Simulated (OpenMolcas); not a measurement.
## SiHCl2O (SMILES [O][SiH](Cl)Cl): the dipole moment, rung by rung

The species is SiHCl2O (5 atoms), meant as a doublet with charge 0. SMILES: `[O][SiH](Cl)Cl`. The coordinates come from a PBE0-D4/def2-TZVP relaxation.

Quantity: the dipole moment, in D. The values are calculated.

```tsv
level	kind	program	value (D)	CPU time
UHF/6-311+G**	Hartree–Fock	OpenMolcas	1.21	41 s
UBLYP/6-311+G**	GGA	OpenMolcas	1.53	94 s
UPBE/6-311+G**	GGA	OpenMolcas	1.51	95 s
UM06-L/6-311+G**	meta-GGA	OpenMolcas	1.29	2.1 min
UTPSS/6-311+G**	meta-GGA	OpenMolcas	1.36	2.5 min
UBHLYP/6-311+G**	global hybrid	OpenMolcas	1.25	2.4 min
UM06-2X/6-311+G**	hybrid meta-GGA	OpenMolcas	1.29	2.8 min
UPBE0/6-311+G**	global hybrid	OpenMolcas	1.29	87 s
```

The values span 1.21 to 1.53 D. Magnitudes only. CPU times are rough (shared hosts, several kinds of processor and program).

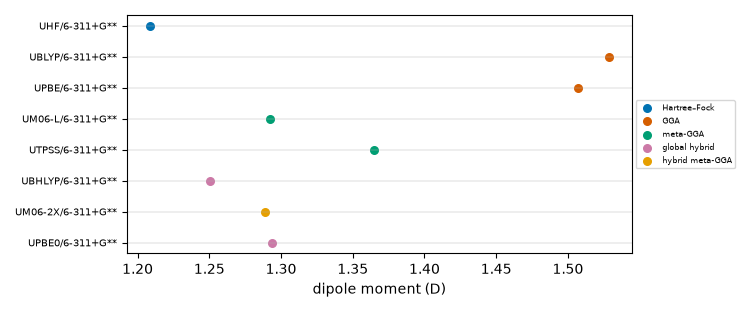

The values of the table, level by level.
